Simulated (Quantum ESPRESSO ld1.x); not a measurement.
Run report: Kr, atomic calculation

Kr, configuration typed as [Kr]. Computed at this level: radial all-electron Kohn-Sham run of Quantum ESPRESSO ld1.x with rel=2, dft='PW' as typed.

### The input
```
 &input
    zed=36.0,
    iswitch=1,
    rel=2,
    dft='PW',
    config='[Kr]',
    verbosity='high',
    lsmall=.true.,
    dx=0.2,
    prefix='ld1',
    max_out_wfc=37,
    file_charge='ld1.rho',
 /
```

Hardware: 1 CPU thread, shared host.

Command:
```bash
OMP_NUM_THREADS=1 ld1.x < ld1.in > ld1.out
```

### The program's output
```
     Program LD1 v.7.5 starts

 classical turning point too close to mesh           4           1           1
 classical turning point too close to mesh           4           1          -2
 classical turning point too close to mesh           4           1           1
 classical turning point too close to mesh           4           1          -2
 classical turning point too close to mesh           4           1           1
 classical turning point too close to mesh           4           1          -2
 classical turning point too close to mesh           4           1           1
 classical turning point too close to mesh           4           1          -2
 classical turning point too close to mesh           4           1           1
 classical turning point too close to mesh           4           1          -2
     --------------------------- All-electron run ----------------------------

     dirac relativistic calculation

     atomic number is 36.00
     dft =PW   lsd =0 sic =0 latt =0  beta=0.20 tr2=1.0E-14
     Exchange-correlation= PW
                           (   1   4   0   0   0   0   0)
     mesh =  81 r(mesh) =  82.80439 a.u. xmin = -8.00 dx = 0.20000
     1 Ry =  13.60569312 eV, c = 137.03599908

     n l j   nl                  e(Ry)          e(Ha)          e(eV)
     Spin orbit split results
     1 0 0.5 1S 1( 2.00)   -1038.563742077    -519.281871038 -14130.3795634
     2 0 0.5 2S 1( 2.00)    -136.663910237     -68.331955119  -1859.4072237
     2 1 0.5 2P 1( 2.00)    -123.634455920     -61.817227960  -1682.1324667
     2 1 1.5 2P 1( 4.00)    -119.744736995     -59.872368498  -1629.2101447
     3 0 0.5 3S 1( 2.00)     -19.277746851      -9.638873426   -262.2871078
     3 1 0.5 3P 1( 2.00)     -14.679663761      -7.339831880   -199.7270003
     3 1 1.5 3P 1( 4.00)     -14.106566648      -7.053283324   -191.9296168
     4 0 0.5 4S 1( 2.00)      -1.707799420      -0.853899710    -23.2357948
     4 1 0.5 4P 1( 2.00)      -0.721739099      -0.360869550     -9.8197607
     4 1 1.5 4P 1( 4.00)      -0.670818086      -0.335409043     -9.1269450
     3 2 1.5 3D 1( 4.00)      -6.031544365      -3.015772182    -82.0633417
     3 2 2.5 3D 1( 6.00)      -5.932709819      -2.966354909    -80.7186292
     Averaged results
     1 0     1S 1( 2.00)   -1038.563742077    -519.281871038 -14130.3795634
     2 0     2S 1( 2.00)    -136.663910237     -68.331955119  -1859.4072237
     2 1     2P 1( 6.00)    -121.041309970     -60.520654985  -1646.8509187
     3 0     3S 1( 2.00)     -19.277746851      -9.638873426   -262.2871078
     3 1     3P 1( 6.00)     -14.297599019      -7.148799509   -194.5287446
     4 0     4S 1( 2.00)      -1.707799420      -0.853899710    -23.2357948
     4 1     4P 1( 6.00)      -0.687791757      -0.343895879     -9.3578836
     3 2     3D 1(10.00)      -5.972243637      -2.986121819    -81.2565142

     final scf error:  5.3E-15 reached in  37 iterations

     Etot =   -5574.016832 Ry,   -2787.008416 Ha,  -75838.362483 eV

     Ekin =    5720.915700 Ry,    2860.457850 Ha,   77837.023400 eV
     Encl =  -13474.907931 Ry,   -6737.453966 Ha, -183335.462174 eV
     Eh   =    2366.243756 Ry,    1183.121878 Ha,   32194.386398 eV
     Exc  =    -186.268357 Ry,     -93.134179 Ha,   -2534.310107 eV

     normalization and overlap integrals

     s(1S/1S) =  1.000000  <r> =   0.0415  <r2> =    0.0023  r(max) =   0.0278
     LC norm =  0.98297315 + SC norm =  0.01702685 =  1.00000000
     s(1S/2S) =  0.000023
     s(1S/3S) =  0.000014
     s(1S/4S) =  0.000003
     s(2S/2S) =  1.000000  <r> =   0.1835  <r2> =    0.0398  r(max) =   0.1680
     LC norm =  0.99661993 + SC norm =  0.00338007 =  1.00000000
     s(2S/3S) = -0.000473
     s(2S/4S) = -0.000131
     s(2P/2P) =  1.000000  <r> =   0.1574  <r2> =    0.0304  r(max) =   0.1126
     LC norm =  0.99661701 + SC norm =  0.00338299 =  1.00000000
     s(2P/3P) = -0.000191
     s(2P/4P) = -0.000025
     s(2P/2P) =  1.000000  <r> =   0.1614  <r2> =    0.0318  r(max) =   0.1126
     LC norm =  0.99669984 + SC norm =  0.00330016 =  1.00000000
     s(2P/3P) =  0.000428
     s(2P/4P) =  0.000114
     s(3S/3S) =  1.000000  <r> =   0.5316  <r2> =    0.3251  r(max) =   0.4568
     LC norm =  0.99917807 + SC norm =  0.00082193 =  1.00000000
     s(3S/4S) = -0.001119
     s(3P/3P) =  1.000000  <r> =   0.5341  <r2> =    0.3340  r(max) =   0.4568
     LC norm =  0.99922742 + SC norm =  0.00077258 =  1.00000000
     s(3P/4P) = -0.000312
     s(3P/3P) =  1.000000  <r> =   0.5439  <r2> =    0.3463  r(max) =   0.4568
     LC norm =  0.99924498 + SC norm =  0.00075502 =  1.00000000
     s(3P/4P) =  0.001020
     s(4S/4S) =  1.000000  <r> =   1.5617  <r2> =    2.8017  r(max) =   1.2417
     LC norm =  0.99986794 + SC norm =  0.00013206 =  1.00000000
     s(4P/4P) =  1.000000  <r> =   1.9070  <r2> =    4.2877  r(max) =   1.5166
     LC norm =  0.99990948 + SC norm =  0.00009052 =  1.00000000
     s(4P/4P) =  1.000000  <r> =   1.9596  <r2> =    4.5340  r(max) =   1.5166
     LC norm =  0.99991272 + SC norm =  0.00008728 =  1.00000000
     s(3D/3D) =  1.000000  <r> =   0.5538  <r2> =    0.3782  r(max) =   0.3740
     LC norm =  0.99936432 + SC norm =  0.00063568 =  1.00000000
     s(3D/3D) =  1.000000  <r> =   0.5580  <r2> =    0.3842  r(max) =   0.3740
     LC norm =  0.99937042 + SC norm =  0.00062958 =  1.00000000

     LC charge = 35.92589603 + SC charge =  0.07410397 = 36.00000000

     ------------------------ End of All-electron run ------------------------
```

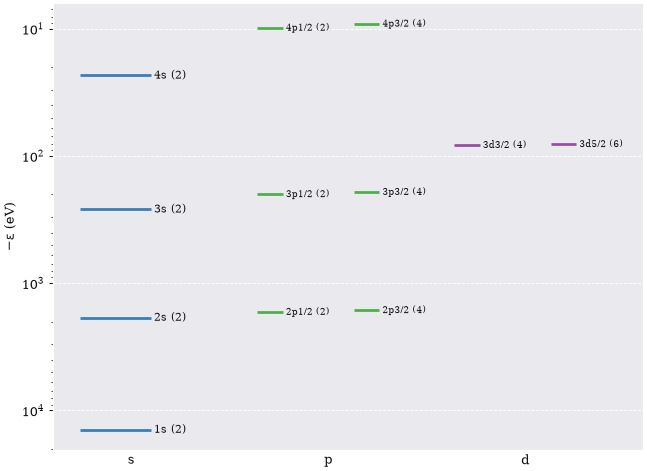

**Figure 1.** All occupied levels, on a logarithmic scale of binding energy, are drawn (occupations in brackets, the lower j at the left of each column). They are the filled levels of this odd run. The highest occupied level is 4p3/2 at −9.13 eV. The highest 3 occupied levels, from the top down, are 4p3/2 (−9.13 eV), 4p1/2 (−9.82 eV), 4s (−23.2 eV). Spin-orbit splittings: 4p 0.693 eV, 3d 1.34 eV, 3p 7.80 eV, 2p 52.9 eV.

### What the run reported

```tsv
quantity	value
outcome	converged
total energy	−2787.0084 hartree
kinetic energy	2860.4578 hartree
electron–nucleus energy	−6737.4540 hartree
Hartree energy	1183.1219 hartree
exchange–correlation energy	−93.134179 hartree
SCF iterations	37
wall time	0.54 s
```

### What is odd here

The input is odd on purpose: mesh too coarse. The program ran to the end. Its total energy differs from that of the same run with the usual input (−2787.05695 hartree) by +0.049 hartree, so this setting spoils the energy.
